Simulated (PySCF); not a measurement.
H6Cl2O5Si3, SMILES O[Si](O)(O)O[SiH2]O[SiH](Cl)Cl at its GFN2-xTB optimised geometry (Å):

```
16

Si     1.9581    -0.0369     0.0000
Cl     3.9614    -0.0369     0.0000
Cl     1.3020    -1.0331    -1.6151
O      1.5317    -0.8230     1.3267
Si     0.4239    -1.5463     2.2940
O     -1.0468    -1.3211     1.6990
Si    -1.9175    -0.6551     0.4792
O     -1.3768     0.8462     0.1934
O     -1.8000    -1.5652    -0.8437
O     -3.4546    -0.5682     0.9641
H      1.4367     1.3118     0.0000
H      0.5263    -0.8360     3.5580
H      0.7276    -2.9669     2.2375
H     -1.7527     1.5652     0.6943
H     -0.9794    -1.5943    -1.3379
H     -3.9614    -1.3714     1.0364
```

Method: PBE0/def2-TZVP run with PySCF. Cells within 0.4 Å of a nucleus heavier than hydrogen are left out (blank, or x).

Map of the electrostatic potential (hartree/e), clipped to [-0.08, 0.12] on the plane z = 0.0 Å:

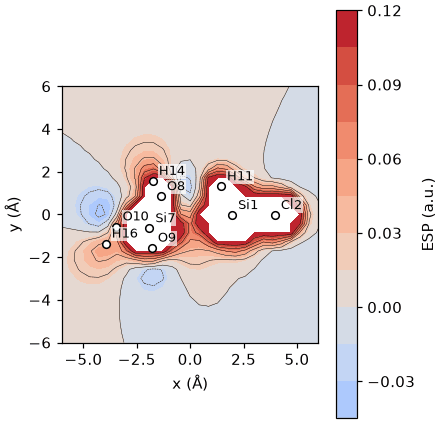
Figure. Electrostatic potential (hartree/e), clipped to [-0.08, 0.12] on the plane z = 0.0 Å.
